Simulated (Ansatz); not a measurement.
The starting structures come from a database of crystals and need not be the phases stable at ambient conditions.

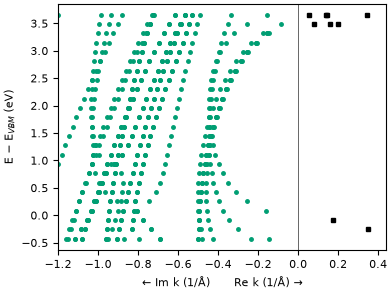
Complex bands at the centre of the two-dimensional zone; r2SCAN run with Ansatz (an electronic-structure program)

The gap is the functional's own, uncorrected, and κ follows it; spin-orbit coupling is left out. Mid-gap values are interpolated between the computed energies.

This is Rb₃MgH₅ (I4/mcm, not sure to be the ambient phase, 18 atoms a cell, 20.6 Å³ an atom) along the normal of (110). Read off the slowest decay at the centre of the two-dimensional zone at 1.78 eV, the computed energy nearest the middle of the gap.

κ ≈ 0.41 1/Å, a decay length 1/(2κ) of the density of 1.2 Å.
